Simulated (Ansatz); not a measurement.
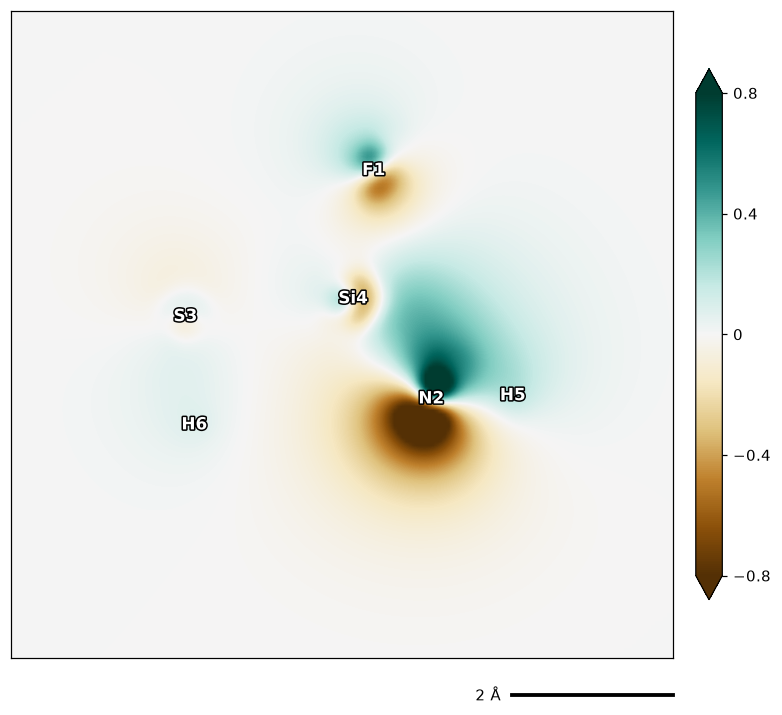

*FH$_{2}$NSSi. The HOMO−1 on the molecular plane (values in Å⁻³ᐟ²; the overall sign is arbitrary).*

Geometry: B3LYP-D3(BJ)/def2-SVP.

The calculation used isolated molecule in a Gaussian basis; Kohn-Sham density functional theory, functional PBE0 (Ansatz).

```xyz
6

F    -2.2050    2.6347    0.2432
N    -0.6522    0.1971    0.7552
S     0.6269    2.8134   -0.6464
Si   -0.9015    1.6758    0.2440
H    -1.3463   -0.4036    1.1918
H     1.5122    1.7985   -0.5012
```

> Describe this orbital and give its energy.

Its weight (Hirshfeld) is mainly on N2 (about 70 %) and Si4 (about 20 %); it is symmetric in the molecular plane (an in-plane orbital: σ, lone-pair or in-plane π type). Its energy is −8.19 eV.
